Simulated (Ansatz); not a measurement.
```yaml
atoms:
  - { symbol: C, position_ang: [-0.4081, 1.0085, -0.4438] }
  - { symbol: Ga, position_ang: [-0.8850, -0.3934, 0.8499] }
  - { symbol: S, position_ang: [0.5793, -2.0132, 1.3636] }
  - { symbol: S, position_ang: [2.2414, -1.5806, 0.1073] }
  - { symbol: H, position_ang: [-0.5476, 2.0045, 0.0068] }
  - { symbol: H, position_ang: [-1.0708, 0.9426, -1.3224] }
  - { symbol: H, position_ang: [0.6345, 0.8930, -0.7716] }
  - { symbol: H, position_ang: [-2.2319, -0.5826, 1.6364] }
  - { symbol: H, position_ang: [2.9694, -0.8918, 1.0212] }
```

All numbers below come from Ansatz, RKS B3LYP-D4/def2-SVP.

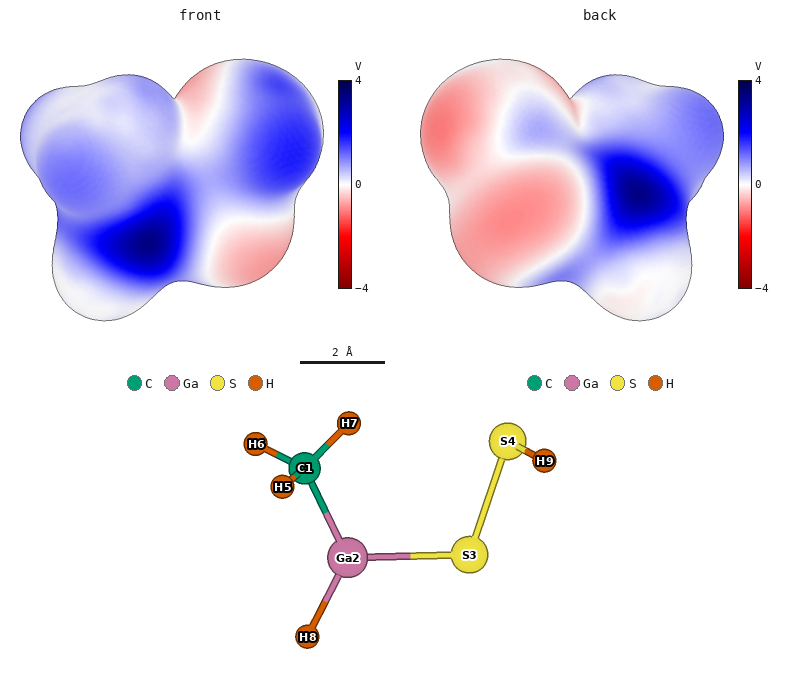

CH5GaS2 (SMILES [CH3][GaH][S]S). The molecular electrostatic potential painted on the density surface at 0.004 e/bohr³, seen from the front and from behind; red is negative and blue positive. The bare structure is drawn below in the same view.

**Where is the surface potential most negative and most positive?**

The most negative region (about −1.0 V) lies over S3 and S4, the most positive (about +3.3 V) over Ga2.
